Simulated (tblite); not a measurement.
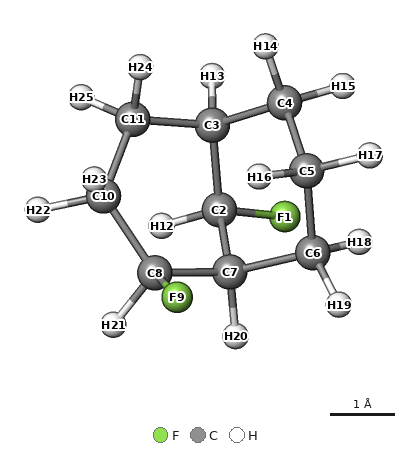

This is the input geometry for a relaxation of C9H14F2. A ball-and-stick model, seen at a tilt.

Method: GFN2-xTB geometry optimisation, gas phase in tblite 0.8.0.

```xyz
25

F    -0.7474   -0.8772    2.4184
C     0.1645   -0.5509    1.4292
C     0.1342    0.8802    1.0230
C    -1.1290    1.3063    0.3105
C    -1.5469    0.3841   -0.7959
C    -1.4916   -1.0233   -0.2749
C    -0.0921   -1.3451    0.1697
C     0.9770   -1.1331   -0.8368
F     0.4860   -1.3228   -2.1302
C     1.7175    0.1320   -0.7925
C     1.2854    1.1827    0.1408
H     1.1581   -0.8411    1.8731
H     0.2023    1.5142    1.9466
H    -0.9421    2.3013   -0.1409
H    -1.9874    1.4128    1.0109
H    -0.8934    0.4779   -1.6855
H    -2.6046    0.6293   -1.0680
H    -2.1280   -1.0398    0.6467
H    -1.9348   -1.7620   -0.9481
H    -0.0785   -2.4291    0.4619
H     1.7120   -1.9577   -0.6991
H     2.8033   -0.0719   -0.5960
H     1.7203    0.5778   -1.8157
H     1.0405    2.1118   -0.4257
H     2.1638    1.4678    0.7875
```

> What does the optimiser find from here?

The energy falls by 0.926 eV in 91 geometry steps. The largest move after the best rigid fit is that of H22, 0.91 Å. Largest moves by element: H 0.91 Å, F 0.90 Å, C 0.32 Å. Near-neighbour distances that change, for instance: C10–C11 1.470 → 1.530 Å, C3–C11 1.482 → 1.533 Å, C2–C3 1.488 → 1.525 Å, C11–H25 1.127 → 1.093 Å. Among the angles between lasting bonds that change: C4–C3–C11 108.1° → 115.6°, C8–C10–C11 119.2° → 112.4°, C7–C6–H19 114.5° → 108.9°.

The structure at the end:

```xyz
25

F    -0.9022   -0.7013    2.3710
C     0.1162   -0.5073    1.4577
C     0.1821    0.9565    1.0345
C    -1.1524    1.3690    0.4038
C    -1.5853    0.4909   -0.7684
C    -1.4322   -0.9975   -0.4586
C    -0.1129   -1.3763    0.2258
C     1.1432   -1.2559   -0.6447
F     0.9735   -2.0015   -1.7982
C     1.5070    0.1741   -1.0340
C     1.4197    1.1408    0.1481
H     1.0364   -0.8054    1.9799
H     0.3219    1.5706    1.9320
H    -1.0933    2.4109    0.0829
H    -1.9107    1.3049    1.1876
H    -1.0292    0.7547   -1.6658
H    -2.6369    0.6920   -0.9860
H    -2.2343   -1.2973    0.2197
H    -1.5333   -1.5789   -1.3765
H    -0.1977   -2.4245    0.5354
H     1.9832   -1.7290   -0.1147
H     2.5258    0.1811   -1.4289
H     0.8534    0.4878   -1.8450
H     1.4447    2.1652   -0.2268
H     2.3024    1.0007    0.7781
```

The end point in the same view:

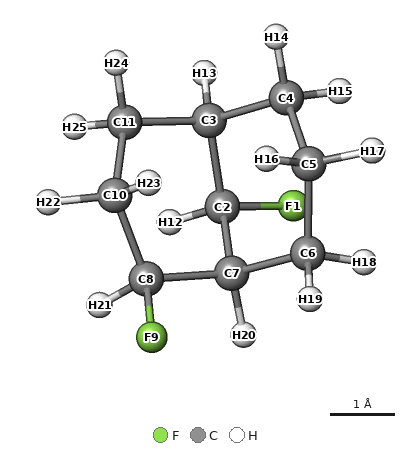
